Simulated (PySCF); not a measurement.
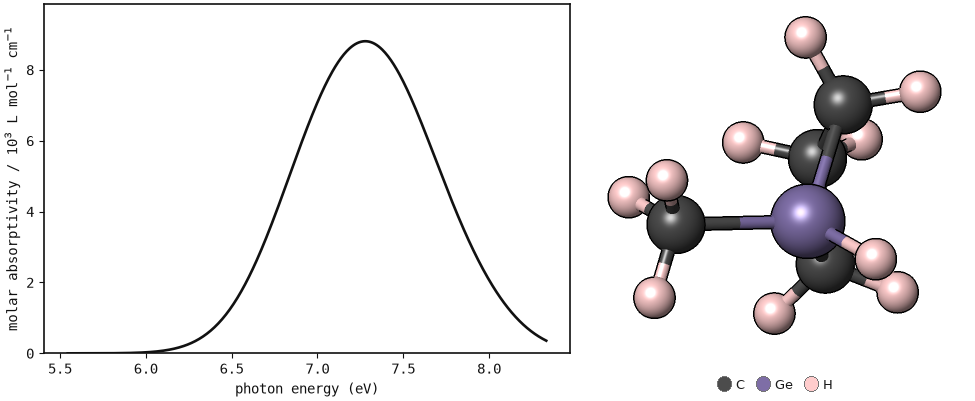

Computed absorption of C₄H₁₀Ge, SMILES [CH3][GeH]1[CH2]C[CH2]1, singlet. Vertical TDDFT excitations, B3LYP/def2-SVPD, PySCF, at a PBE0-D3(BJ)/def2-SVP geometry (no frequency check), gas phase. Only the first 10 singlet excitations are included; each is broadened by a Gaussian of 1/e half-width 0.40 eV. States within 0.01 eV of each other are merged, with their strengths summed. The highest state may be half of a pair whose partner wasn't computed.

> Where is the lowest singlet, and is it bright?

S1 lies at 6.74 eV (184 nm) with f = 0.013, mainly HOMO → LUMO+1 (82 %); it is weak.

> List the transitions behind the spectrum.

| state | E (eV) | λ (nm) | f | main character |
| --- | --- | --- | --- | --- |
| S1 | 6.74 | 184 | 0.013 | HOMO → LUMO+1 (82 %) |
| S2 | 6.84 | 181 | 0.015 | HOMO → LUMO (93 %) |
| S3 | 6.86 | 181 | 0.001 | HOMO−1 → LUMO (81 %) |
| S4 | 7.05 | 176 | 0.094 | HOMO−1 → LUMO+1 (88 %) |
| S5/S6 | 7.26 | 171 | 0.036 | HOMO−1/HOMO → LUMO+2 |
| S7 | 7.40 | 168 | 0.047 | HOMO−1 → LUMO+3 (97 %) |
| S8 | 7.47 | 166 | 0.072 | HOMO → LUMO+3 (91 %) |
| S9 | 7.74 | 160 | 0.003 | HOMO−2 → LUMO+1 (92 %) |
| S10 | 7.83 | 158 | 0.036 | HOMO−2 → LUMO (97 %) |

Note: states above the negative HOMO energy depend on the basis; one conformer of a flexible molecule; core orbitals are frozen in the response.
